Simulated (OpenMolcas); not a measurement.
**Run report: BNH2Cl, energy and gradient calculation (part 1 of 2)**

BNH2Cl, multiplicity 2, SMILES N[B]Cl, computed with HF/STO-3G, UHF (OpenMolcas 26.06).

The geometry comes from this level: PBE0-D4/def2-TZVP.

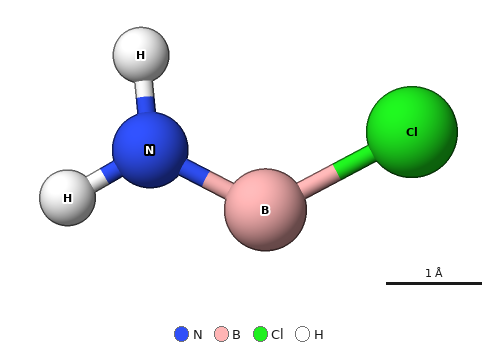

The structure (ball-and-stick view, seen on its broad side).

## Summary

| quantity | value |
| --- | --- |
| outcome | converged |
| total energy | −533.866521 hartree |
| basis functions | 21 |
| largest force | 1.764 eV/Å |
| ⟨S²⟩ | 0.759 |
| dipole moment | 3.27 debye |
| hardware | 1 thread of Arm Neoverse V2, 24 GiB of memory available, shared host |
| wall time | 1.8 s |
| peak memory | 0.36 GiB |

## Input file
```
&GATEWAY
 BasLib
 $CurrDir
 Coord
 5
 angstrom
 N       -0.334000       0.412100      -0.256700
 B       -0.098400      -0.544600       0.704400
 Cl       1.343200      -1.526200       0.784600
 H       -1.176700       0.959900      -0.273100
 H        0.315800       0.625100      -1.000600
 Basis
 STO-3G
 Group
 NoSym

&SEWARD

&SCF
 UHF
 Spin
 2
 Thresholds
 1e-10 1e-07 1e-07 1e-05
 PrOrbitals
 0

&ALASKA
```

Launched with:
```bash
export MOLCAS_MEM=1860
pymolcas test.inp > test.log
```

## What the program printed
```
--- Start Module: gateway ---

                                              &GATEWAY

                       available to each process: 1.9 GB of memory, 1 thread

 Basis Set     1 Label: N.STO-3G
 Basis set is read from library:.
 basistype.tbl is not found

 Basis Set     2 Label: B.STO-3G
 Basis set is read from library:.
 basistype.tbl is not found

 Basis Set     3 Label: CL.STO-3G
 Basis set is read from library:.
 basistype.tbl is not found

 Basis Set     4 Label: H.STO-3G
 Basis set is read from library:.
 basistype.tbl is not found

++    Symmetry information:
      ---------------------

                    Character Table for C1

                             E
                    a        1  x, y, xy, Rz, z, xz, Ry, yz, Rx, I
--

++    Basis set information:
      ----------------------

      Basis set label: N.STO-3G.........

      Electronic valence basis set:
      ------------------
      Associated Effective Charge   7.000000 au
      Associated Actual Charge      7.000000 au
      Nuclear Model: Point charge

      Shell  nPrim  nBasis  Cartesian Spherical Contaminant
         s       6       2        X
         p       3       1        X

      Basis set label: B.STO-3G.........

      Electronic valence basis set:
      ------------------
      Associated Effective Charge   5.000000 au
      Associated Actual Charge      5.000000 au
      Nuclear Model: Point charge

      Shell  nPrim  nBasis  Cartesian Spherical Contaminant
         s       6       2        X
         p       3       1        X

      Basis set label: CL.STO-3G.........

      Electronic valence basis set:
      ------------------
      Associated Effective Charge  17.000000 au
      Associated Actual Charge     17.000000 au
      Nuclear Model: Point charge

      Shell  nPrim  nBasis  Cartesian Spherical Contaminant
         s       9       3        X
         p       6       2        X

      Basis set label: H.STO-3G.........

      Electronic valence basis set:
      ------------------
      Associated Effective Charge   1.000000 au
      Associated Actual Charge      1.000000 au
      Nuclear Model: Point charge

      Shell  nPrim  nBasis  Cartesian Spherical Contaminant
         s       3       1        X
--

++    Molecular structure info:
      -------------------------

                    ************************************************
                    **** Cartesian Coordinates / bohr, angstrom ****
                    ************************************************

     Center  Label                x              y              z                     x              y              z
        1      N1              -0.631169       0.778756      -0.485093             -0.334000       0.412100      -0.256700
        2      B2              -0.185949      -1.029145       1.331123             -0.098400      -0.544600       0.704400
        3      CL3              2.538280      -2.884100       1.482679              1.343200      -1.526200       0.784600
        4      H4              -2.223641       1.813948      -0.516084             -1.176700       0.959900      -0.273100
        5      H5               0.596776       1.181268      -1.890860              0.315800       0.625100      -1.000600

                    ***************************************
                    *    InterNuclear Distances / bohr    *
                    ***************************************

               1 N1            2 B2            3 CL3           4 H4            5 H5
    1 N1       0.000000
    2 B2       2.601032        0.000000
    3 CL3      5.228197        3.299281        0.000000
    4 H4       1.899619        3.955697        6.981590        0.000000
    5 H5       1.909462        3.984941        5.628270        3.200787        0.000000

                    *******************************************
                    *    InterNuclear Distances / angstrom    *
                    *******************************************

               1 N1            2 B2            3 CL3           4 H4            5 H5
    1 N1       0.000000
    2 B2       1.376407        0.000000
    3 CL3      2.766643        1.745904        0.000000
    4 H4       1.005235        2.093265        3.694498        0.000000
    5 H5       1.010444        2.108740        2.978352        1.693784        0.000000

                    **************************************
                    *    Valence Bond Angles / degree    *
                    **************************************
                          Atom centers                 Phi
                      2 B2       1 N1       4 H4       122.25
                      2 B2       1 N1       5 H5       123.40
                      4 H4       1 N1       5 H5       114.34
--

            Nuclear Potential Energy             77.61807608 au

--- Stop Module: gateway /rc=_RC_ALL_IS_WELL_ ---

--- Start Module: seward ---

                                              &SEWARD

                       available to each process: 1.9 GB of memory, 1 thread

               SEWARD will generate:
                  Multipole Moment integrals up to order  2
                  Kinetic Energy integrals
                  Nuclear Attraction integrals (point charge)
                  One-Electron Hamiltonian integrals
                  Velocity integrals
                  Orbital angular momentum around (  1.2297  -1.5849   0.9240 )
                  Velocity quadrupole around (  1.2297  -1.5849   0.9240 )
                  Two-Electron Repulsion integrals

                   Integrals are discarded if absolute value <: 1.00E-14
                   Integral cutoff threshold is set to       <: 1.00E-16

            Nuclear Potential Energy             77.61807608 au

      Basis set specifications :
      Symmetry species         a
      Basis functions           21

--- Stop Module: seward /rc=_RC_ALL_IS_WELL_ ---

--- Start Module: scf ---

                                                &SCF

                       available to each process: 1.9 GB of memory, 1 thread

++    Input section:
      --------------

      Header of the integral files:

      Cartesian coordinates in angstrom:
      -----------------------------------------------------
      No.  Label        X            Y            Z
      -----------------------------------------------------
       1   N1        -0.33400000   0.41210000  -0.25670000
       2   B2        -0.09840000  -0.54460000   0.70440000
       3   CL3        1.34320000  -1.52620000   0.78460000
       4   H4        -1.17670000   0.95990000  -0.27310000
       5   H5         0.31580000   0.62510000  -1.00060000
      -----------------------------------------------------
      Nuclear repulsion energy =   77.61807608
--

++    Orbital specifications:
      -----------------------

      Symmetry species               1
                                     a
      Frozen orbitals                0
      Occupied orbitals alpha       16
      Occupied orbitals beta        15
      Secondary orbitals alpha       5
      Secondary orbitals beta        6
      Deleted orbitals               0
      Total number of orbitals      21
      Number of basis functions     21
--

      Molecular charge                           0.000

++    Optimization specifications:
      ----------------------------

      SCF Algorithm: Conventional USCF
      D(i)-D(i-1) density differences are used
      Number of density matrices in core                 5
      Maximum number of NDDO SCF iterations            400
      Maximum number of HF SCF iterations              400
      Threshold for SCF energy change             1.00E-10
      Threshold for density matrix                1.00E-07
      Threshold for Fock matrix                   1.00E-07
      Threshold for linear dependence             1.00E-09
      Threshold at which DIIS is turned on        1.50E-01
      Maximum depth in the DIIS procedure                5
      Maximum depth in the BFGS Hessian update          30
      Threshold at which QNR/C2DIIS is turned on  7.50E-02
      Threshold for Norm(delta) (QNR/C2DIIS)      1.00E-05
      All orbitals punched on: UHFORB
--

      Input vectors read from INPORB
      Orbital file label: *Guess orbitals

++ Convergence information
                               UHF SCF        iterations: Energy and convergence statistics

Iter     Tot. SCF        One-elec.       Two-elec.     Energy      Max Dij or  Max Fij      DNorm      TNorm      AccCon     Time
         Energy          Energy          Energy        Change      Delta Norm                                                in Sec.
   1  -533.776351041  -892.468400440   281.073973319   0.00E+00    2.23E-01*   1.35E-01*    8.54E+00   8.79E+01   None         0.
   2  -533.859077430  -891.883869225   280.406715715  -8.27E-02*   5.55E-02*   3.99E-02*    9.10E-01   8.79E+01   EDIIS        0.
   3  -533.865347845  -892.172787356   280.689363431  -6.27E-03*   3.01E-02*   1.06E-02*    2.49E-01   8.79E+01   c2DIIS       0.
   4  -533.866203337  -892.111032861   280.626753444  -8.55E-04*   2.39E-02*   4.83E-03*    9.21E-02   8.79E+01   QNRc2DIIS    0.
   5  -533.866393584  -892.142124206   280.657654542  -1.90E-04*   3.06E-02*   2.84E-03*    4.10E-02   8.79E+01   QNRc2DIIS    0.
   6  -533.866498024  -892.145808852   280.661234749  -1.04E-04*   1.30E-02*   1.44E-03*    4.91E-02   8.79E+01   QNRc2DIIS    0.
   7  -533.866517042  -892.142947472   280.658354350  -1.90E-05*   6.91E-03*   5.29E-04*    1.98E-02   8.79E+01   QNRc2DIIS    0.
   8  -533.866521181  -892.142154340   280.657557079  -4.14E-06*   1.21E-03*   1.45E-04*    1.06E-02   8.79E+01   QNRc2DIIS    0.
   9  -533.866521369  -892.142403682   280.657806233  -1.88E-07*   1.83E-04*   2.77E-05*    2.33E-03   8.79E+01   QNRc2DIIS    0.
  10  -533.866521377  -892.142384188   280.657786731  -7.74E-09*   1.03E-04*   1.18E-05*    3.58E-04   8.79E+01   QNRc2DIIS    0.
  11  -533.866521379  -892.142379893   280.657782434  -1.53E-09*   1.58E-05*   1.83E-06*    2.08E-04   8.79E+01   QNRc2DIIS    0.
  12  -533.866521379  -892.142381248   280.657783789  -4.50E-11    3.77E-06    5.54E-07*    3.33E-05   8.79E+01   QNRc2DIIS    0.
  13  -533.866521379  -892.142381039   280.657783580  -2.96E-12    1.56E-06    1.73E-07*    8.26E-06   8.79E+01   QNRc2DIIS    0.
  14  -533.866521379  -892.142380467   280.657783009  -2.27E-13    4.51E-07    4.84E-08     3.29E-06   8.79E+01   QNRc2DIIS    0.

       Convergence after  14 Iterations
--

 *****************************************************************************************************************************
 *                                             SCF/KS-DFT Program, Final results                                             *
 *                                                       Final Results                                                       *
 *****************************************************************************************************************************
```
